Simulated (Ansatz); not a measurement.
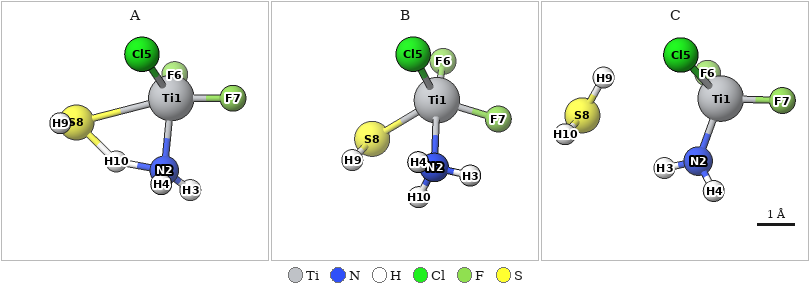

3 geometries from a converged minimum-energy path of TiNH4SClF2, made up at the start of TiNH$_{2}$ClF$_{2}$ and H₂S, shuffled. A ball-and-stick model, seen face on.

Method: RKS PBE0-D4/def2-SVP in Ansatz 0.2.0. Run with 5 movable images; climbing image; force threshold 0.05 eV/Å; iteration limit 60; starting path through a guess of the saddle point.

One of them is the converged climbing image. Which?

A. In order along the path, whose images run from 0 to 6: C (image 0, 0.0 kJ/mol), A (image 3, +53.5 kJ/mol), B (image 5, −65.2 kJ/mol). Breaking: S8–H10 (1.35 → 1.55 at the top → 3.24 Å). Forming: N2–H10 (3.73 → 1.43 at the top → 1.02 Å), Ti1–S8 (3.89 → 2.76 at the top → 2.31 Å).

Limits of the set-up: the start holds two separate molecules, 2.7 Å apart at their closest, whose relative position is a soft coordinate.
